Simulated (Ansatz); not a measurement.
System: BBrH2···H2.

```xyz
6

B     0.0220   -0.5296   -0.2665
H     0.0120    0.3348    1.9612
H     1.0836    0.0263   -0.4233
H    -1.0722   -0.0401   -0.4206
Br    0.0822   -2.4958    0.0859
H     0.0084   -0.3810    1.8526
```

Not at a stationary point (largest force 1.9 eV/Å).

Computed with RKS PBE-D4/def2-SVP in Ansatz 0.2.0.

What will maps of the electron density and electron localisation function show?

B–Br (2.00 Å): ρ at the midpoint is about 0.94 e/Å³, with its minimum of 0.77 e/Å³ about 0.6 Å from B; the ELF peaks at about 0.90 between the atoms, as expected for a shared but strongly polarised pair.
B–H (1.21 Å): the density is about 1.2 e/Å³ at the midpoint; the ELF climbs to about 1 towards the hydrogen, as it does in any bond to H; an ordinary covalent bond to hydrogen.

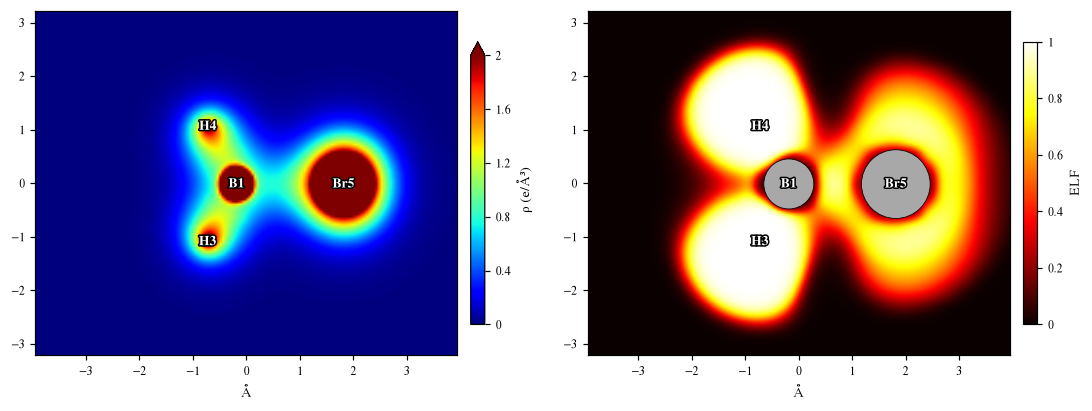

Computed electron density and electron localisation function on the plane of atoms H3, B1 and Br5, in this order. Grey discs cover the atomic cores in the ELF map. 
